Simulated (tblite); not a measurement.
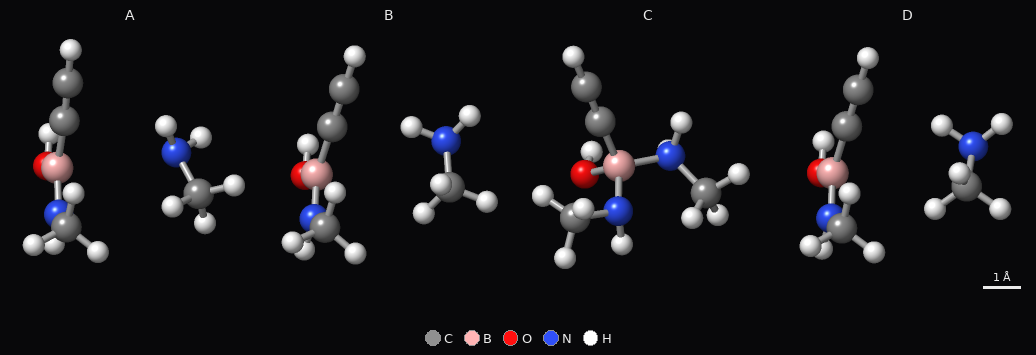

4 geometries from one relaxation of C4H11BN2O, in shuffled order. The picture is a ball-and-stick view, seen at a tilt.

All numbers below come from tblite 0.8.0, GFN2-xTB geometry optimisation, gas phase. 

Q: Put them in the order of the run, from the start to the converged end.

A: C, A, D, B. They are steps 0, 163, 221, 294, at +150.6 kJ/mol, +7.40 kJ/mol, +3.83 kJ/mol relative to the last. After 294 geometry steps the energy has fallen by 150.6 kJ/mol. The largest move after the best rigid fit is that of an H atom, 2.23 Å. By element the largest moves are H 2.23 Å, N 1.29 Å, B 1.21 Å, O 0.67 Å, C 0.61 Å. Some distances before and after: B–N 1.533 → 3.680 Å, B–O 1.485 → 1.367 Å, B–N 1.510 → 1.397 Å, H–N 1.069 → 1.009 Å. Bonds break: B–N (1.53 → 3.68 Å). Bond angles that change, for instance: C–B–O 108.6° → 122.7°, C–B–N 108.2° → 119.9°, B–N–C 116.5° → 128.1°. Groups turn about C–N by about 45°.
